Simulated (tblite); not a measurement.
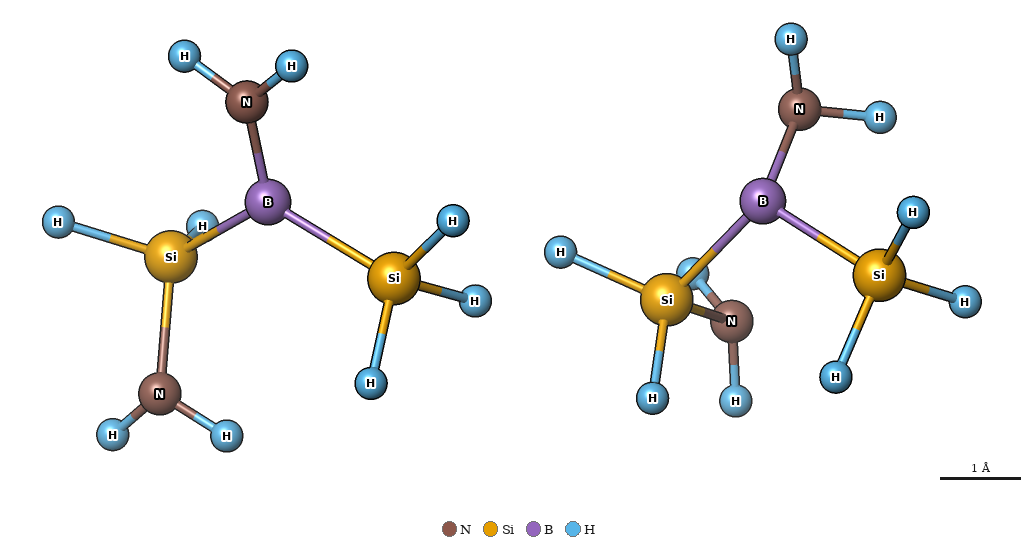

Two geometries of BSi2N2H9, drawn at one scale. One is the start of a relaxation, the other its converged end. The picture is a ball-and-stick view, seen from a free direction.

Method: tblite, GFN2-xTB geometry optimisation, gas phase. 

Question: Which geometry has the lower energy?

Answer: The left one is the relaxed one. After 266 geometry steps the energy has fallen by 200.4 kJ/mol. The largest move after the best rigid fit is that of an H atom, 2.87 Å. Largest moves by element: H 2.87 Å, N 1.50 Å, Si 0.99 Å, B 0.44 Å. Among the contacts that change: B–N 1.549 → 1.385 Å, N–Si 1.785 → 1.734 Å, H–N 1.052 → 1.009 Å, B–Si 1.945 → 1.970 Å. Bond angles that change, for instance: B–N–H 105.6° → 124.3°, B–N–H 110.5° → 124.3°, Si–B–Si 112.2° → 124.7°. Groups turn about N–Si by about 55°. The run took 1.3 s on 1 thread of Arm Neoverse V2, with other jobs on the host.
